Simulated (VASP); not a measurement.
Shape and ions are relaxed at each volume.

Energy against volume of MgF2 (rutile). Level of theory: revPBE GGA, VASP's PBE PAW potentials (set 64) (plane waves; VASP 6.6.1).

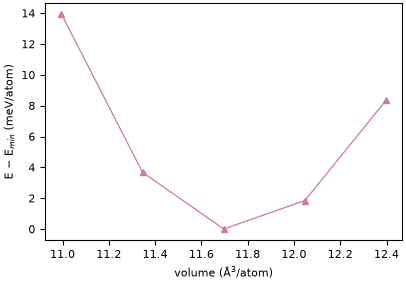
Figure. Energy against volume

Task: Estimate the equilibrium volume and the bulk modulus.

Result: The minimum lies near 11.7 Å³/atom, and the curvature gives B0 of about 82 GPa.

The compound is MgF2 in the rutile structure. It was relaxed first, which changed the volume by +8 %.
